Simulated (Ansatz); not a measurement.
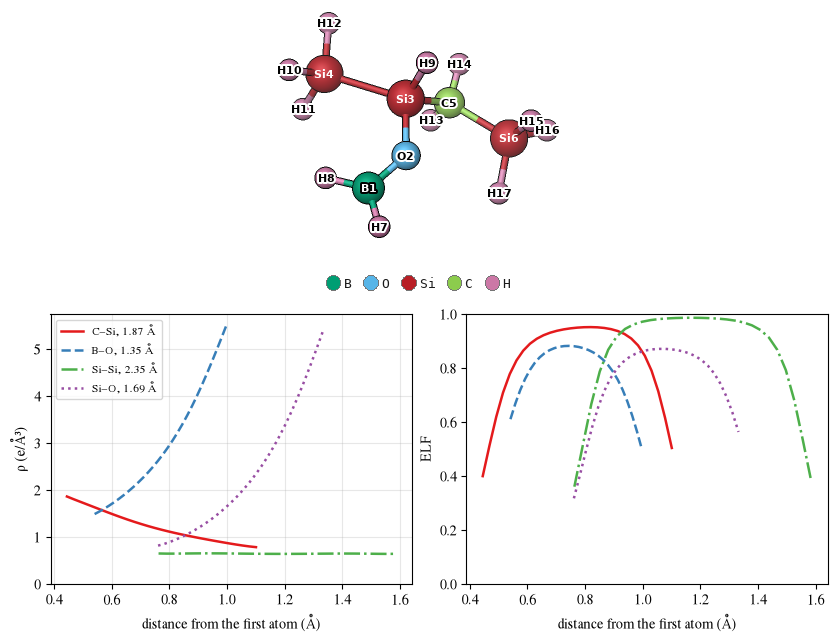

*CH₁₁BOSi₃ (SMILES BO[SiH]([SiH3])C[SiH3]). Electron density and ELF along straight lines between neighbouring atoms. The curves leave out the atomic cores. The structure is drawn too.*

Level of theory: RKS r2SCAN-D4/6-31G* (Ansatz 0.2.0).

```xyz
17

B    -1.7883   -0.8225    1.6712
O    -1.3894   -0.0829    0.6113
Si   -0.2406   -0.3846   -0.5929
Si    0.7930   -2.4753   -0.3306
C     0.9952    1.0229   -0.5503
Si    0.1849    2.7120   -0.2987
H    -2.6323   -0.3635    2.3910
H    -1.2986   -1.9091    1.8741
H    -0.9800   -0.3291   -1.8861
H    -0.1670   -3.6139   -0.3766
H     1.5577   -2.5402    0.9483
H     1.7648   -2.6387   -1.4533
H     1.7403    0.8630    0.2417
H     1.5409    1.0281   -1.5056
H    -0.9746    2.8683   -1.2206
H     1.1616    3.8020   -0.5862
H    -0.2863    2.8630    1.1035
```

> What can be read from the curves?

C–Si (1.87 Å): ρ is about 0.94 e/Å³ halfway; the ELF peaks at about 0.95 between the atoms; a shared electron pair.
B–O (1.35 Å): ρ is about 2.1 e/Å³ halfway; the ELF peaks at about 0.90 between the atoms: a shared but strongly polarised pair.
Si–Si (2.35 Å): the density is about 0.64 e/Å³ at the midpoint; the ELF peaks at about 1 between the atoms (a shared electron pair).
Si–O (1.69 Å): ρ at the midpoint is about 1 e/Å³; the ELF peaks at about 0.85 between the atoms (a polar covalent bond).
